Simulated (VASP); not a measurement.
Band structure of As (relaxed from the beta-Sn structure, space group I4_1/amd). Level of theory: PBEsol GGA, VASP's PBE PAW potentials (set 64) (plane waves; VASP).

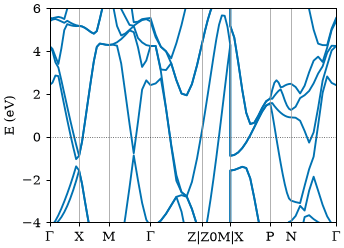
Bands along high-symmetry lines, zero at the valence-band maximum or, without a gap, the Fermi level

Read the plot: is there a gap, and where are the band edges?

It has no gap at this level: it comes out as a metal or semimetal. (Edges off the drawn lines would not show.)

The structure was generated: As was put into the beta-Sn type (I4_1/amd), which need not be its known phase. It was relaxed first.
